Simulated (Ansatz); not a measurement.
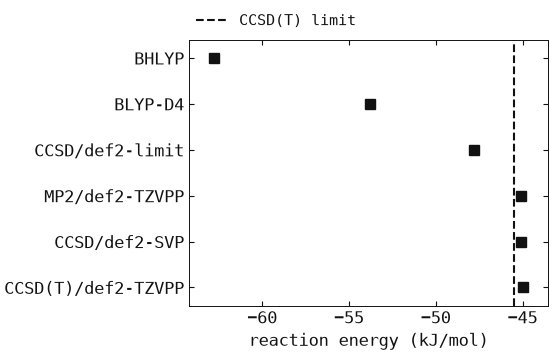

Electronic reaction energy of InSi₂NH₈ ([SiH3][N]([SiH3])[InH2]) + CH₄S (CS) → CH₅InS (C[S][InH2]) + Si₂NH₇ ([SiH3]N[SiH3]) (SMILES in brackets) at several levels (functionals in def2-TZVPP unless a basis is named), isolated molecules at PBE0-D4 triple-zeta geometries, minima by their frequencies, no zero-point or thermal terms, the Ansatz code. The line is frozen-core CCSD(T) at the basis limit (MP2 extrapolated from triple and quadruple zeta, plus CCSD(T) less MP2 in a smaller set). No dispersion term is added to BHLYP. The distance of MP2/def2-TZVPP, CCSD/def2-SVP and CCSD(T)/def2-TZVPP to the limit includes basis error. Core potentials past Kr.

What do zero-point energy and temperature add?

Zero-point change 6.7 kJ/mol; at 298.15 K and 1 bar the CCSD(T) limit plus thermal terms gives an enthalpy of reaction of −39.1 and a free energy of −44.5 kJ/mol (harmonic PBE0-D4 modes, ideal gas).

Which level comes closest to the line (CCSD(T) limit), and which misses most?

Closest MP2/def2-TZVPP (−45.1 kJ/mol) and CCSD/def2-SVP (−45.1 kJ/mol), against −45.5 kJ/mol; farthest BHLYP (−62.8 kJ/mol).

Known limits of this run: outer-core shells are correlated without core-valence functions, which makes the correlated values less sure; spin-orbit coupling is left out, and with In it can shift these values.
